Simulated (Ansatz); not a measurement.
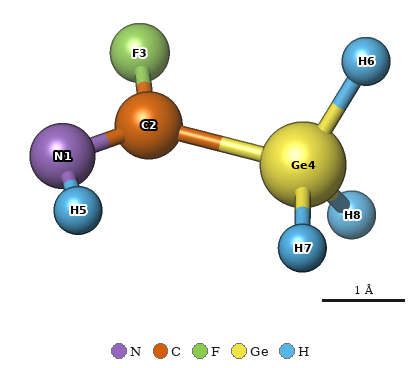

The input geometry of the first run (ball-and-stick view, seen at a tilt; atoms are numbered from 1 in the order of the input). Sticks mark near contacts.

# CH4FGeN: a changed input and its effect

System: CH4FGeN.
Method of the first run: RKS PBE-D4/def2-TZVPP (Ansatz 0.2.0).

The geometry comes from this level: PBE0-D4/def2-TZVP. Text and figures count atoms from 1; the logs count them from 0 in places.

## Input, the first run
```yaml
crystal:
  periodic: [false, false, false]
  atoms:
    - {symbol: N, position_ang: [1.895869, 0.222254, -0.348528]}
    - {symbol: C, position_ang: [0.908058, 0.027267, 0.385604]}
    - {symbol: F, position_ang: [1.137380, -0.127061, 1.702377]}
    - {symbol: Ge, position_ang: [-1.019876, -0.103784, -0.035486]}
    - {symbol: H, position_ang: [1.617199, 0.325378, -1.319862]}
    - {symbol: H, position_ang: [-1.766230, 1.006927, 0.710324]}
    - {symbol: H, position_ang: [-1.149662, 0.071557, -1.553948]}
    - {symbol: H, position_ang: [-1.530739, -1.479638, 0.403720]}
basis:
  gaussian: {orbitals: def2-TZVPP}
hamiltonian: {xc: pbe, dispersion: d4}
output: {forces: true, orbitals: {seedname: orbitals}}
```

Hardware: 4 CPU threads, shared host.

## Output (the first run)
```
Functional definition: PBE
  parameter kappa = 0.804
  parameter beta = 0.06672455060314922
  exchange = pbe_x(kappa = kappa, mu = beta*pi^2/3)
  correlation = pbe_c(beta = beta)
1085 factors; their error is unknown
mean field evaluation 1: about -61806.1545 eV, gradient 6.8e1 eV
mean field evaluation 2: about -61754.9672 eV, gradient 1.4e2 eV
mean field evaluation 4: about -61813.4900 eV, gradient 2.3e1 eV
mean field evaluation 8: about -61814.4508 eV, gradient 1.4e-1 eV
mean field evaluation 16: about -61814.4305 eV, gradient 5.5e-3 eV
mean field -61814.43048926 eV, -2271.6384211544 hartree, gradient 5.9e-5 eV, S^2 0.000000; 0 other end points of the search recorded, 0 dependent functions left out
the calculation of the forces begins
reference -61814.43052364 eV, -2271.6384224178 hartree; 29, 29 occupied and 168, 168 virtual orbitals, 1085 factors
Total energy: -61814.56705151 eV, -2271.6434397244 hartree
Atom 0 at     1.895869     0.222254    -0.348528 Å, force     0.780029     0.112416    -0.269960 eV/Å
Atom 1 at     0.908058     0.027267     0.385604 Å, force    -0.573240    -0.040508    -0.114244 eV/Å
Atom 2 at     1.137380    -0.127061     1.702377 Å, force     0.096990    -0.093358     0.770782 eV/Å
Atom 3 at    -1.019876    -0.103784    -0.035486 Å, force    -0.063302    -0.006401    -0.006783 eV/Å
Atom 4 at     1.617199     0.325378    -1.319862 Å, force    -0.052969     0.040588    -0.344975 eV/Å
Atom 5 at    -1.766230     1.006927     0.710324 Å, force    -0.093244     0.111136     0.074187 eV/Å
Atom 6 at    -1.149662     0.071557    -1.553948 Å, force    -0.024619     0.017036    -0.151424 eV/Å
Atom 7 at    -1.530739    -1.479638     0.403720 Å, force    -0.069643    -0.140908     0.042418 eV/Å
Dipole moment:    -0.476979    -0.004924    -0.309235 e Å
```

For the second run the input was changed thus:
```diff
-hamiltonian: {xc: pbe, dispersion: d4}
+hamiltonian: {xc: r2scan, dispersion: d4}
```

How does the second run compare with the first run?

The total energies belong to different models, so their difference says nothing on which is more stable or more accurate. The largest force goes from 0.833 to 0.399 eV/Å. The HOMO goes from −6.74 to −7.04 eV. The LUMO goes from −1.65 to −1.47 eV. The dipole moment goes from 2.73 to 2.86 D.

## Output (the second run)
```
Functional definition: r2SCAN
  parameter k0 = 0.174
  parameter k1 = 0.065
  parameter a1 = 4.9479
  exchange = r2scan_x(k0 = k0, k1 = k1, a1 = a1)
  correlation = r2scan_c
1085 factors; their error is unknown
mean field evaluation 1: about -61819.3395 eV, gradient 6.1e1 eV
mean field evaluation 2: about -61791.4953 eV, gradient 1.2e2 eV
mean field evaluation 4: about -61825.5676 eV, gradient 1.4e1 eV
mean field evaluation 8: about -61825.9384 eV, gradient 2.8e-1 eV
mean field evaluation 16: about -61825.9191 eV, gradient 4.8e-4 eV
mean field -61825.91909279 eV, -2272.0606195469 hartree, gradient 1.1e-5 eV, S^2 0.000000; 0 other end points of the search recorded, 0 dependent functions left out
the calculation of the forces begins
reference -61825.91910270 eV, -2272.0606199113 hartree; 29, 29 occupied and 168, 168 virtual orbitals, 1085 factors
Total energy: -61825.95136887 eV, -2272.0618056710 hartree
Atom 0 at     1.895869     0.222254    -0.348528 Å, force     0.310434     0.051404    -0.157047 eV/Å
Atom 1 at     0.908058     0.027267     0.385604 Å, force    -0.329257    -0.001902    -0.225052 eV/Å
Atom 2 at     1.137380    -0.127061     1.702377 Å, force     0.049902    -0.045043     0.377294 eV/Å
Atom 3 at    -1.019876    -0.103784    -0.035486 Å, force    -0.060674    -0.006684    -0.002901 eV/Å
Atom 4 at     1.617199     0.325378    -1.319862 Å, force    -0.014936     0.000583    -0.019314 eV/Å
Atom 5 at    -1.766230     1.006927     0.710324 Å, force     0.026859    -0.053876    -0.031517 eV/Å
Atom 6 at    -1.149662     0.071557    -1.553948 Å, force     0.002047    -0.008518     0.076245 eV/Å
Atom 7 at    -1.530739    -1.479638     0.403720 Å, force     0.015626     0.064036    -0.017708 eV/Å
Dipole moment:    -0.501332    -0.005713    -0.321015 e Å
```

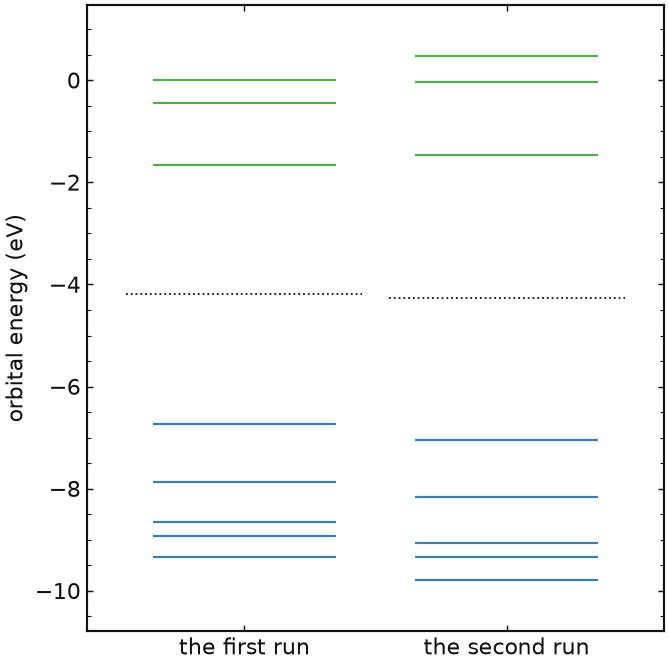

The five highest filled and three lowest empty orbital energies of the two runs; the dotted lines part filled from empty levels. The HOMO–LUMO gap is 5.08 eV in the first run and 5.57 eV in the second run.

## The two runs side by side

```tsv
quantity	the first run	the second run
outcome	converged	converged
total energy (hartree)	−2271.643440	−2272.061806
HOMO (eV)	−6.74	−7.04
LUMO (eV)	−1.65	−1.47
dipole moment (D)	2.73	2.86
largest force (eV/Å)	0.833	0.399
basis functions	197	197
wall time (shared host)	1.1 s	2.3 s
```
